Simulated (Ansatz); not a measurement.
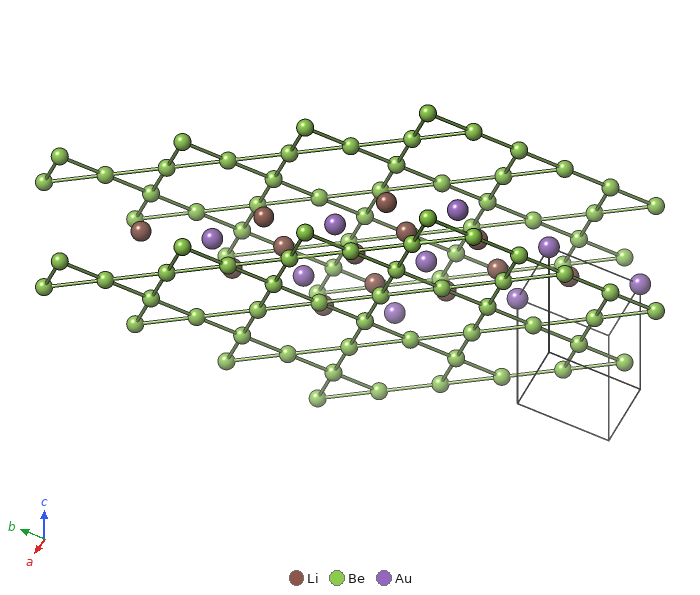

The compound is Li₂Be₃Au (space group P6/mmm, No. 191), taken as the input geometry of an electronic-structure calculation (not necessarily at equilibrium); the starting structure was generated, so it need not be a known form of this composition.

Bonds are taken as Be–Be below 2.5 Å; Li is left out of the net, as the electropositive filling of the structure; no other contact counts. The graph is simplified in the usual way: terminal and isolated atoms are pruned, two-connected atoms become edges.

> What kind of net remains, and which atoms are its nodes?

A uninodal 4-connected, two-periodic (layers) net: Be is a 4-connected node. Au drops out.

> Does the net have a name?

It is the kgm net, known from the kagome lattice.

> How do the layers lie?

The layers lie parallel to (001).

> Give the point symbol of each node (shortest cycle at each angle).

Be: 3^2.6^2.7^2.

The simplified net, drawn on the atoms' positions. Nodes are coloured by element. One layer is drawn. Short stubs are edges that leave the cut-out.

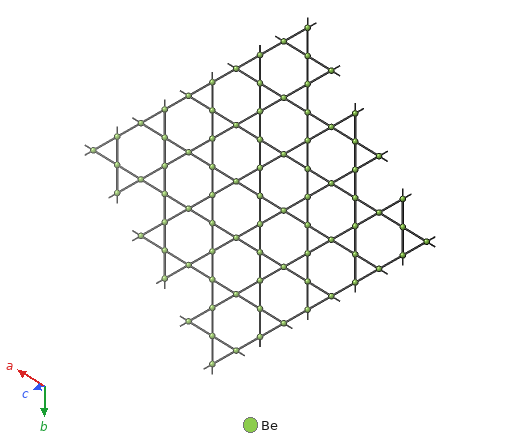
